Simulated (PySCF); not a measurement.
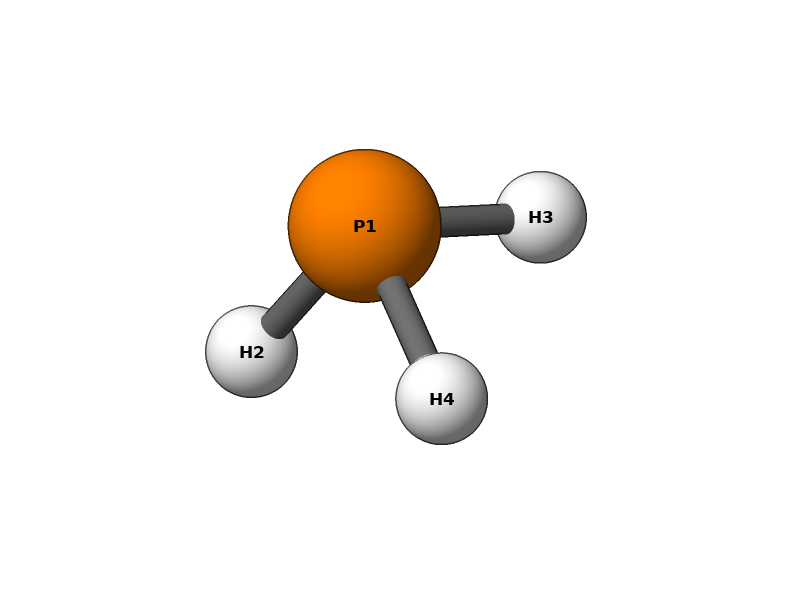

Computed geometry: PBE0-D3(BJ)/def2-TZVP optimisation. No frequency run is at hand to confirm it as a minimum. Method: GIAO KT3/pcSseg-2 NMR shielding, non-relativistic, gas phase (PySCF 2.14.0). Principal shieldings σ11 ≤ σ22 ≤ σ33, span Ω = σ33 − σ11, skew κ = 3(σiso − σ22)/Ω.

Give the shielding tensors of the P atoms.

| atom | σ11 | σ22 | σ33 | σiso | Ω | κ |
| --- | --- | --- | --- | --- | --- | --- |
| P1 | 547.6 | 607.7 | 607.7 | 587.7 | 60.1 | −1.00 |

Shieldings and span in ppm.
